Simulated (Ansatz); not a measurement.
# A computed series for Al: response to strain

The reference is Al in the fcc (Cu type) structure (space group Fm-3m, No. 225; a = 4.015 Å; relaxed with 0.1 eV smearing). Axes: x, y, z lie along the cube axes.

Strains are applied to the cell and any free atomic positions relax; under biaxial strain the out-of-plane vector relaxes too.

All numbers come from PBEsol (Ansatz, an electronic-structure program; PAW; 420 eV plane waves; scalar-relativistic without spin-orbit coupling).

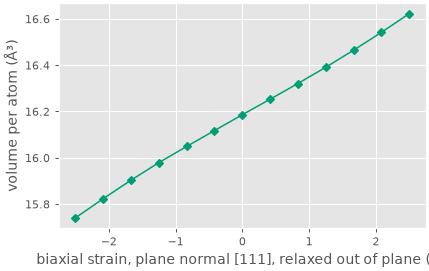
Figure: Volume per atom against biaxial strain, plane normal [111], relaxed out of plane

| biaxial strain, plane normal [111], relaxed out of plane (%) | volume per atom |
|---|---|
| -2.5 | 15.74 Å³ |
| -2.08 | 15.82 Å³ |
| -1.67 | 15.90 Å³ |
| -1.25 | 15.98 Å³ |
| -0.83 | 16.05 Å³ |
| -0.42 | 16.12 Å³ |
| 0.42 | 16.25 Å³ |
| 0.83 | 16.32 Å³ |
| 1.25 | 16.39 Å³ |
| 1.67 | 16.47 Å³ |
| 2.08 | 16.54 Å³ |
| 2.5 | 16.62 Å³ |

Whether these cells are dynamically stable was not tested.
